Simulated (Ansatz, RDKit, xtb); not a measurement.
**CH7GeNOSi: ranking a sample of isomers, part 1 of 2**

Which of a sample of isomers of CH7GeNOSi is the most stable in the gas at 298.15 K, and what are its properties? The sample is small against all isomers, and the most stable one of this formula need not be in it.

The funnel: GFN2-xTB relaxations, single points with a density functional, relaxations at PBE0-D3(BJ)/def2-SVP, harmonic vibrations (at GFN2-xTB), and a last energy at a higher level. All values are calculated.

### Step 1. Drawing up candidates

Isomers were taken from a list of plausible structures; this is a sample, not all of them. That gives 4 candidates.

```
label                      SMILES     spin
 c340         N[SiH2][GeH2][CH]=O  singlet
 c816         N[Si@@H]([GeH3])C=O  singlet
 c952        [NH2][GeH2][SiH2]C=O  singlet
 c978  [NH2][Ge@@H]([SiH3])[CH]=O  singlet
```

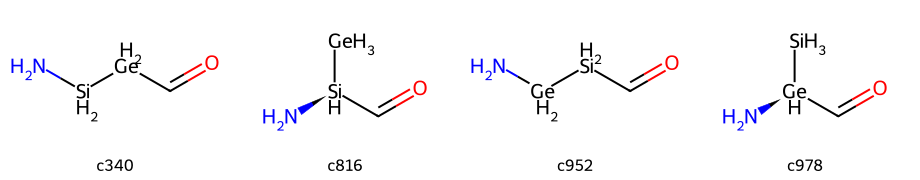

Structural formulas of the candidates.

Candidates are built by distance geometry, with a force field where one applies, in up to four conformers (letters a to d).

### Step 2. Search with GFN2-xTB

All 13 starts are relaxed the same way. One of them, c978a (taken from a list of positional isomers, embedded by distance geometry and UFF), in full:

start.xyz reads:

```xyz
12
c978a
C     -0.773515     2.187243     1.469488
Ge    -0.039879     1.038479     0.143439
N      1.314404     1.875817    -0.754712
O     -1.655092     1.838797     2.210531
Si     0.790350    -0.884174     1.250555
H      1.716657     1.206176    -1.449442
H      2.105778     2.083777    -0.034172
H     -1.128944     0.644354    -0.831348
H      1.361147    -1.783709     0.145261
H      1.847173    -0.486313     2.102047
H     -0.311541    -1.566612     1.933872
H     -0.345110     3.217151     1.637941
```

Command:

```sh
xtb start.xyz --gfn 2 --opt
```

Output, shortened:

```text
* xtb version 6.7.1
[...]
          :  # basis functions                  39          :
[...]
          :  # electrons                        30          :
[...]
          :  Hamiltonian                  GFN2-xTB          :
[...]
          :  net charge                          0          :
          :  unpaired electrons                  0          :
[...]
   *** convergence criteria satisfied after 14 iterations ***
[...]
   *** GEOMETRY OPTIMIZATION CONVERGED AFTER 29 ITERATIONS ***
[...]
   *** convergence criteria satisfied after 3 iterations ***
[...]
         ::                     SUMMARY                     ::
         :::::::::::::::::::::::::::::::::::::::::::::::::::::
         :: total energy             -16.315061006644 Eh    ::
         :: gradient norm              0.000307373240 Eh/a0 ::
         :: HOMO-LUMO gap              2.473330113114 eV    ::
         ::.................................................::
         :: SCC energy               -16.453351738190 Eh    ::
         :: -> isotropic ES            0.040401674165 Eh    ::
         :: -> anisotropic ES          0.002441687871 Eh    ::
         :: -> anisotropic XC          0.006132900037 Eh    ::
         :: -> dispersion             -0.007678641043 Eh    ::
         :: repulsion energy           0.138290731546 Eh    ::
         :: add. restraining           0.000000000000 Eh    ::
         :: total charge              -0.000000000000 e     ::
         :::::::::::::::::::::::::::::::::::::::::::::::::::::
[...]
        15        2.0000           -0.3651448              -9.9361 (HOMO)
        16                         -0.2742516              -7.4628 (LUMO)
[...]
     #   Z          covCN         q      C6AA      α(0)
     1   6 C        2.657     0.142    24.889     8.162
     2  32 Ge       3.573     0.103   170.734    23.508
     3   7 N        2.552    -0.387    30.047     8.141
     4   8 O        0.859    -0.320    20.147     6.018
     5  14 Si       3.681     0.433    98.938    19.057
     6   1 H        0.861     0.156     1.362     1.828
     7   1 H        0.861     0.152     1.389     1.846
     8   1 H        0.931    -0.050     4.082     3.159
     9   1 H        0.917    -0.092     5.279     3.594
    10   1 H        0.918    -0.085     5.077     3.524
    11   1 H        0.920    -0.079     4.872     3.452
    12   1 H        0.921     0.027     2.630     2.536
[...]
     #   Z sym  total        # sym  WBO       # sym  WBO       # sym  WBO
 ---------------------------------------------------------------------------
     1   6 C    3.828 --     4 O    1.966    12 H    0.927     2 Ge   0.794
     2  32 Ge   3.738 --     3 N    1.134     8 H    0.841     1 C    0.794
                             5 Si   0.698
     3   7 N    3.176 --     2 Ge   1.134     6 H    0.952     7 H    0.951
     4   8 O    2.129 --     1 C    1.966
     5  14 Si   3.562 --    11 H    0.891     9 H    0.883    10 H    0.881
                             2 Ge   0.698
     6   1 H    0.976 --     3 N    0.952
     7   1 H    0.977 --     3 N    0.951
     8   1 H    0.998 --     2 Ge   0.841
     9   1 H    0.991 --     5 Si   0.883
    10   1 H    0.993 --     5 Si   0.881
    11   1 H    0.994 --     5 Si   0.891
[...]
molecular dipole:
                 x           y           z       tot (Debye)
 q only:        0.876      -0.810      -0.624
   full:        0.933      -0.529      -0.597       3.119
molecular quadrupole (traceless):
[...]
          | TOTAL ENERGY              -16.315061006644 Eh   |
          | GRADIENT NORM               0.000307373240 Eh/α |
          | HOMO-LUMO GAP               2.473330113114 eV   |
           -------------------------------------------------
[...]
```

It took 0.14 s on 2 threads of Intel Xeon 6975P-C (Granite Rapids), shared host.

### Step 3. Distinct minima at GFN2-xTB

13 of the 13 relaxations converged; 2 ended on a minimum already found. 11 distinct structures remain:

```
label  start                SMILES after     spin  energy (kcal/mol)
c340b  drawn         N[SiH2][GeH2][CH]=O  singlet                0.0
c340a  drawn         N[SiH2][GeH2][CH]=O  singlet                1.7
c340c  drawn         N[SiH2][GeH2][CH]=O  singlet                2.2
c340d  drawn         N[SiH2][GeH2][CH]=O  singlet                3.1
c816b  drawn         N[Si@@H]([GeH3])C=O  singlet                4.8
c816a  drawn         N[Si@@H]([GeH3])C=O  singlet                4.9
c978a  drawn  [NH2][Ge@@H]([SiH3])[CH]=O  singlet                9.0
c978b  drawn  [NH2][Ge@@H]([SiH3])[CH]=O  singlet                9.7
c952d  drawn        [NH2][GeH2][SiH2]C=O  singlet               11.6
c952a  drawn        [NH2][GeH2][SiH2]C=O  singlet               12.0
c952c  drawn        [NH2][GeH2][SiH2]C=O  singlet               13.8
```

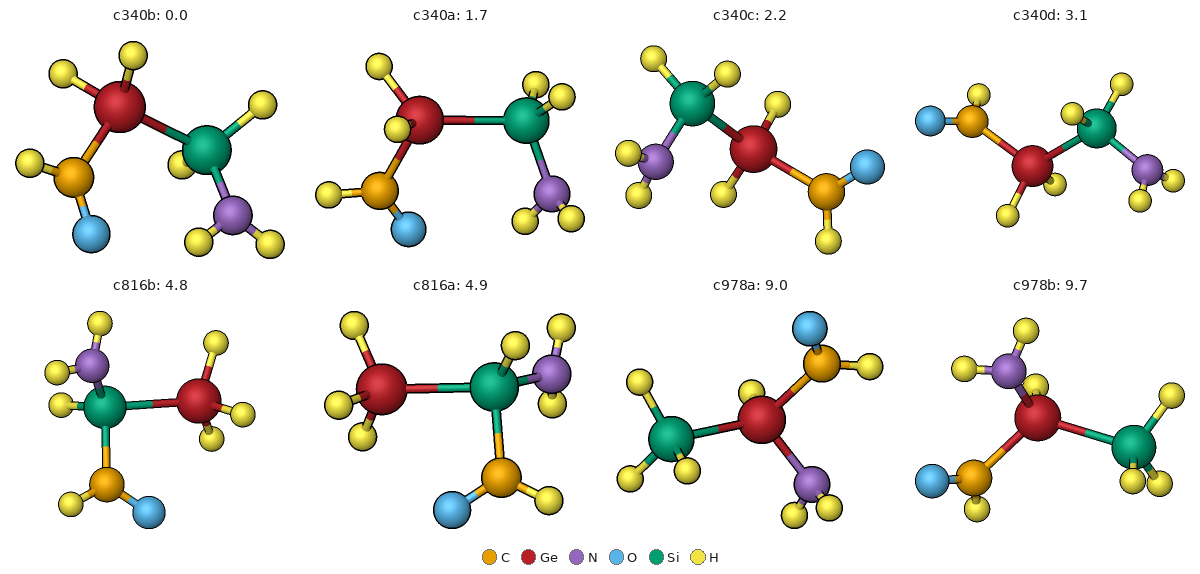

The 8 lowest minima that did not fall apart, with their GFN2-xTB energies in kcal/mol.

### Step 4. Second filter: single points

A choice of the minima (the low ones first, few conformers of a pattern, up to a cap) and the lowest that fell apart get a single point at r2SCAN-D4/def2-SVP on the tight-binding geometry, and one at HF/STO-3G for comparison. The lowest singlets are also tried as triplets at the same geometry (label ending in t). Within 40 kcal/mol but not screened, among others: c340c, c340d, c952c. The first, c340b:

input.yaml reads:

```yaml
crystal:
  periodic: [false, false, false]
  atoms:
    - {symbol: C, position_ang: [0.762874, 1.234513, -1.510818]}
    - {symbol: Ge, position_ang: [2.579417, 0.964090, -0.726645]}
    - {symbol: N, position_ang: [0.976539, -0.397575, 1.683090]}
    - {symbol: O, position_ang: [-0.227668, 0.695345, -1.082212]}
    - {symbol: Si, position_ang: [2.541475, -0.607638, 1.019997]}
    - {symbol: H, position_ang: [0.211712, -0.201599, 1.052913]}
    - {symbol: H, position_ang: [0.661549, -0.960264, 2.456170]}
    - {symbol: H, position_ang: [2.863039, -1.934731, 0.465131]}
    - {symbol: H, position_ang: [3.499430, -0.305960, 2.084789]}
    - {symbol: H, position_ang: [3.030731, 2.386856, -0.464513]}
    - {symbol: H, position_ang: [3.415794, 0.662657, -1.955854]}
    - {symbol: H, position_ang: [0.667473, 1.913030, -2.385601]}
basis:
  gaussian:
    orbitals: def2-SVP
hamiltonian:
  xc: r2scan
  dispersion: d4
scf:
  lower_state_search: off
output: {orbitals: {seedname: orbitals}}
```

Command:

```sh
ansatz run input.yaml --threads 2 --pin off --max-ram 5220MiB --events-out events.jsonl --progress --plain --runs-dir runs
```

Output, shortened:

```text
Warning: RAYON_NUM_THREADS=2 ignored (pool sized by the plan → 2); use --threads N
Functional definition: r2SCAN
  name "r2SCAN"
[...]
1426 factors; their error is unknown
[...]
mean field -69067.20945449 eV, -2538.1731320164 hartree, gradient 3.7e-6 eV, S^2 0.000000; 0 other end points of the search recorded, 0 dependent functions left out
reference -69067.20946566 eV, -2538.1731324270 hartree; 37, 37 occupied and 90, 90 virtual orbitals, 1426 factors
Total energy: -69067.27892790 eV, -2538.1756851173 hartree
Checks for a lower state left out: stability, starts, cluster_reference, orbital_swaps, neighbouring_geometries, increment
```

It took 1.3 s on 2 threads of Intel Xeon 6975P-C (Granite Rapids), shared host; peak memory 0.18 GiB.

Relative energies in kcal/mol, each column from its lowest structure that stays in one piece:

```
 label                      SMILES     spin  GFN2-xTB  HF/STO-3G  r2SCAN-D4/def2-SVP
 c340b         N[SiH2][GeH2][CH]=O  singlet       0.0        3.3                 0.0
 c340a         N[SiH2][GeH2][CH]=O  singlet       1.7        3.2                 0.5
 c816a         N[Si@@H]([GeH3])C=O  singlet       4.9        0.0                 2.0
 c816b         N[Si@@H]([GeH3])C=O  singlet       4.8        0.5                 3.0
 c978b  [NH2][Ge@@H]([SiH3])[CH]=O  singlet       9.7        5.6                10.5
 c952d        [NH2][GeH2][SiH2]C=O  singlet      11.6        3.4                10.8
 c978a  [NH2][Ge@@H]([SiH3])[CH]=O  singlet       9.0        4.8                10.9
 c952a        [NH2][GeH2][SiH2]C=O  singlet      12.0        3.0                11.3
c816at         N[Si@@H]([GeH3])C=O  triplet         –          –                55.0
c340bt         N[SiH2][GeH2][CH]=O  triplet         –          –                60.4
```

### Step 5. Relaxing the best candidates

4 candidates are relaxed at PBE0-D3(BJ)/def2-SVP (chosen among the lowest in one piece, one conformer a pattern). The first, c340b:

Changes to input.yaml since step 4:

```diff
@@ -16,9 +16,7 @@
 basis:
-  gaussian:
-    orbitals: def2-SVP
-hamiltonian:
-  xc: r2scan
-  dispersion: d4
-scf:
-  lower_state_search: off
-output: {orbitals: {seedname: orbitals}}
+  gaussian: {orbitals: def2-SVP}
+total_charge: 0
+magnetization: {spin_polarized: false, initial_magnetization: 0}
+relax: {f_tol: 0.006}
+scf: {lower_state_search: off}
+hamiltonian: {xc: {name: PBE0}, dispersion: d3bj}
```

Command:

```sh
ansatz run input.yaml --threads 2 --pin off --max-ram 5220MiB --events-out events.jsonl --progress --plain --runs-dir runs
```

Output, shortened:

```text
Warning: RAYON_NUM_THREADS=2 ignored (pool sized by the plan → 2); use --threads N
[...]
Functional definition: PBE0
  name "PBE0"
[...]
1356 factors; integrals over basis functions are off by at most 4.5e-4 eV
[...]
mean field -69054.91742607 eV, -2537.7214083040 hartree, gradient 5.4e-6 eV, S^2 0.000000; 0 other end points of the search recorded, 0 dependent functions left out
[...]
reference -69054.91745553 eV, -2537.7214093864 hartree; 37, 37 occupied and 90, 90 virtual orbitals, 1356 factors
relax step   1: F+E_penalty+E_count = -69055.17176973 eV  Δ(F+E_penalty+E_count) = +0.000e0 eV  max|allowed force component| = 5.848e-1 eV/Å  Δτ_max = 0.0000 Å  (15 SCF iters, accepted)
[...]
relax step   6: F+E_penalty+E_count = -69055.30198100 eV  Δ(F+E_penalty+E_count) = -3.097e-3 eV  max|allowed force component| = 7.849e-2 eV/Å  Δτ_max = 0.0293 Å  (22 SCF iters, accepted)
[...]
Atom 3 at    -0.206353     0.716024    -0.950856 Å, force    -0.001495    -0.001141     0.000715 eV/Å
Atom 4 at     2.503723    -0.618623     0.958694 Å, force     0.000108    -0.000564     0.000427 eV/Å
Atom 5 at     0.209059    -0.082970     1.079133 Å, force     0.000051     0.000405    -0.000353 eV/Å
Atom 6 at     0.671810    -0.840478     2.510900 Å, force     0.000681    -0.000366    -0.000307 eV/Å
Atom 7 at     2.692555    -1.955326     0.295245 Å, force    -0.000259     0.000597     0.000035 eV/Å
Atom 8 at     3.611406    -0.477934     1.952851 Å, force    -0.000007    -0.000145    -0.000488 eV/Å
Atom 9 at     2.889292     2.465447    -0.197370 Å, force    -0.000096    -0.000247     0.000392 eV/Å
Atom 10 at     3.604173     0.788678    -1.894133 Å, force     0.000684    -0.000234     0.000029 eV/Å
Atom 11 at     0.646534     1.583302    -2.554081 Å, force     0.000186    -0.000820    -0.000911 eV/Å
Dipole moment:     0.095169    -0.016784    -0.065407 e Å
Checks for a lower state left out: stability, starts, cluster_reference, orbital_swaps, neighbouring_geometries, increment
```

It took 41 s on 2 threads of Intel Xeon 6975P-C (Granite Rapids), shared host; peak memory 0.31 GiB.

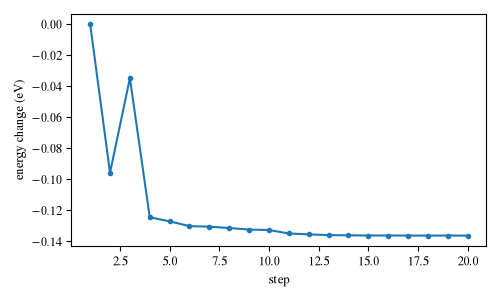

Energy along the run, all evaluated steps.

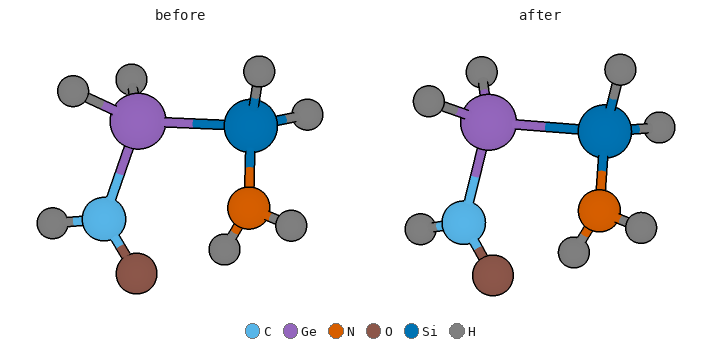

Before and after, at one scale.

After the run. Bond lengths: C1–Ge2 2.014 Å, C1–O4 1.205 Å, Ge2–Si5 2.381 Å, N3–Si5 1.727 Å, N3–H6 1.018 Å, N3–H7 1.014 Å, Si5–H8 1.504 Å, Si5–H9 1.495 Å, Ge2–H10 1.543 Å, Ge2–H11 1.543 Å, C1–H12 1.125 Å. Some angles: C1–Ge2–Si5 105.4°, Ge2–C1–O4 122.5°, Ge2–Si5–N3 102.9°, C1–Ge2–H10 105.4°, C1–Ge2–H11 107.5°, Si5–Ge2–H10 113.7°, Si5–Ge2–H11 116.5°, Ge2–C1–H12 118.1°, O4–C1–H12 119.4°, Ge2–Si5–H8 107.5°.

### Step 6. The relaxed candidates

```
label     spin  r2SCAN-D4/def2-SVP (kcal/mol)  PBE0-D3(BJ)/def2-SVP, relaxed (kcal/mol)  time
c340b  singlet                            0.0                                       0.0  41 s
c816a  singlet                            2.0                                       0.1  44 s
c952d  singlet                           10.8                                       9.6  22 s
c978b  singlet                           10.5                                      11.0  29 s
```

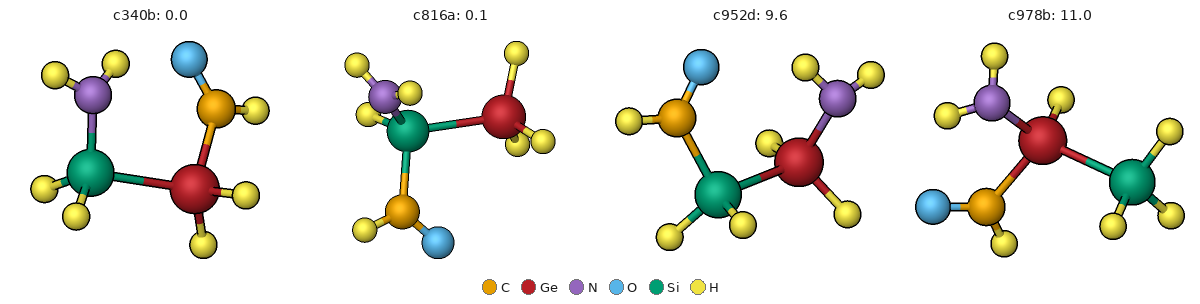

The relaxed structures, with energies at PBE0-D3(BJ)/def2-SVP in kcal/mol.

(Continued in part 2 of 2.)
